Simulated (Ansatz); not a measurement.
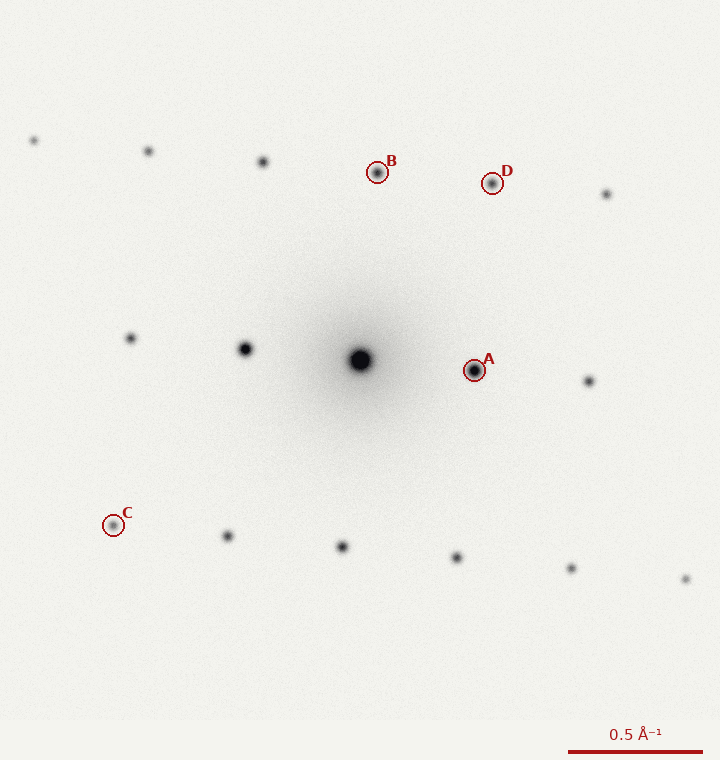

Kinematic zone-axis pattern, calculated for 200 keV electrons with B = 0.3 Å². The zone axis points towards the electron source and the pattern is seen from the source side.

Crystal: Al, space group Fm-3m (No. 225), a = 4.01 Å. Structure: the input geometry of an electronic-structure calculation (not necessarily at equilibrium).

| atom | site | symmetry | x | y | z |
| --- | --- | --- | --- | --- | --- |
| Al | 4a | m-3m | 0.0000 | 0.0000 | 0.0000 |

Spot A is indexed -1 1 1 and spot B 0 -2 2.

What are the indices of the remaining marked spots?

C = −2A − B = 2 0 -4 (d = 0.898 Å). D = A + B = -1 -1 3 (d = 1.211 Å).

Find the zone axis.

The cross product of A and B is parallel to [211]; every spot obeys hu + kv + lw = 0.

What are the spacings of A and B and the angle between them?

d(A) = 2.318 Å, d(B) = 1.419 Å, and the angle is 90.0°.
